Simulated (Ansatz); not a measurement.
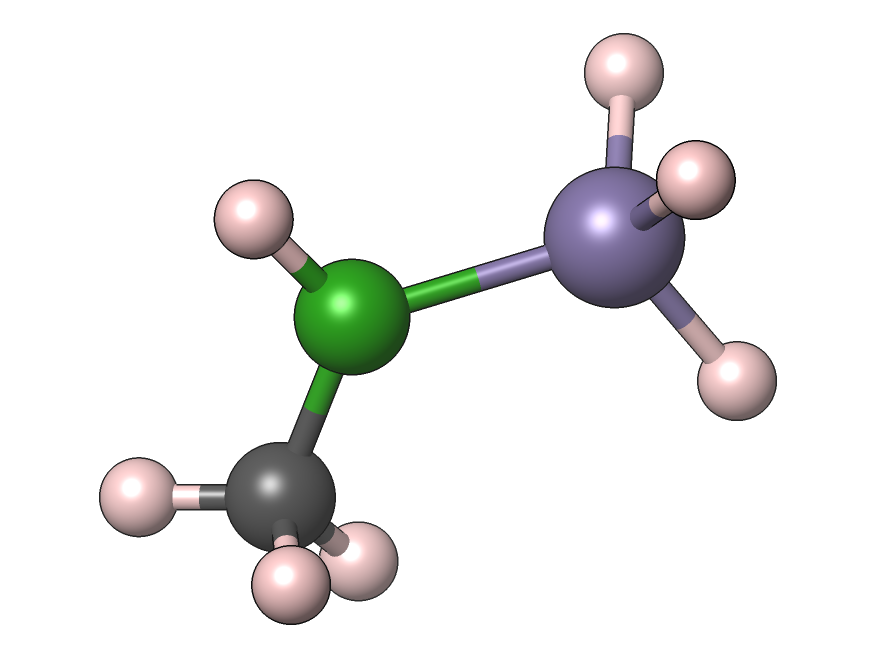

The picture shows a molecular structure as a ball-and-stick model. Colours: carbon dark grey, boron green, germanium purple, hydrogen pink.

What does the picture show?

Formula CH₇BGe. As SMILES it reads `C[BH][GeH3]`. Among its groups: B–H bond. The point group is C1. Coordination: 1 C tetrahedral; 1 B trigonal planar; 1 Ge tetrahedral.

The parts below concern this one geometry. Atoms keep their numbers from picture to picture. The geometry was computed by an optimisation with PBE0-D4/def2-TZVP.

## Geometry

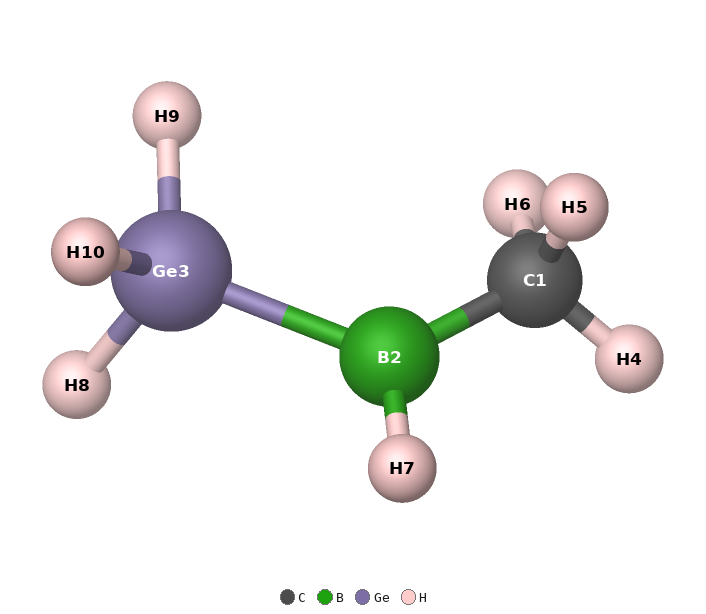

Estimate the angles B2–C1–H4, B2–C1–H5, B2–C1–H6, C1–B2–Ge3, C1–B2–H7, Ge3–B2–H7, B2–Ge3–H8, B2–Ge3–H9, B2–Ge3–H10.

| angle | degrees |
| --- | --- |
| B2–C1–H4 | 114.7 |
| B2–C1–H5 | 102.9 |
| B2–C1–H6 | 116.2 |
| C1–B2–Ge3 | 123.5 |
| C1–B2–H7 | 119.3 |
| Ge3–B2–H7 | 117.1 |
| B2–Ge3–H8 | 109.4 |
| B2–Ge3–H9 | 113.8 |
| B2–Ge3–H10 | 112.1 |

## Electronic properties

Level of theory: RKS PBE0-D4/def2-QZVPP (Ansatz 0.2.0).

Computed properties:

- HOMO energy (Kohn–Sham orbital): −7.85 eV
- LUMO energy (Kohn–Sham orbital): −1.77 eV
- HOMO–LUMO gap: 6.08 eV
- dispersion correction: −12.4 kJ/mol

## Vibrations

Harmonic vibrations computed with RKS PBE0-D4/def2-TZVP (Ansatz 0.2.0) at a stationary point of the same level.

How many vibrational modes are there, and where do they lie?

Answer. 24 modes: 54, 124, 205, 394, 447, 523, 573, 806, 832, 844, 884, 903, 1037, 1136, 1305, 1412, 1464, 2119, 2129, 2131, 2594, 2980, 3086, 3140 cm⁻¹.

## Dipole moment

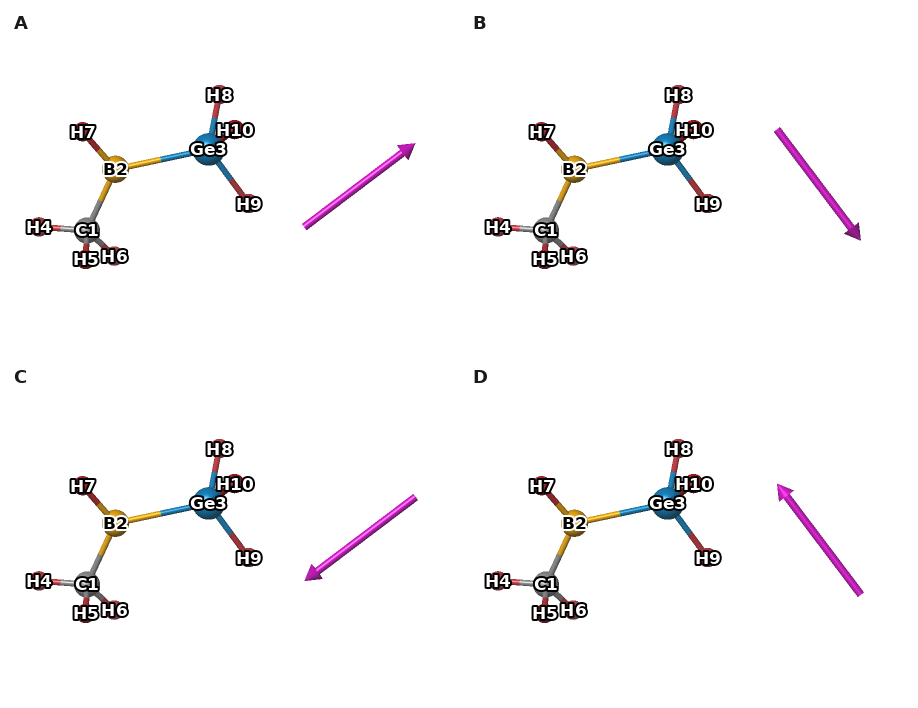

The same molecule four times, each with an arrow. Level of theory: RKS PBE0-D4/def2-TZVP (Ansatz 0.2.0).

Which arrow points along the dipole moment, from the negative to the positive end?

Answer. C. The dipole moment is 1.37 D; it points from the side of H8, H10 to the side of H4 (the outermost atoms at the two ends).
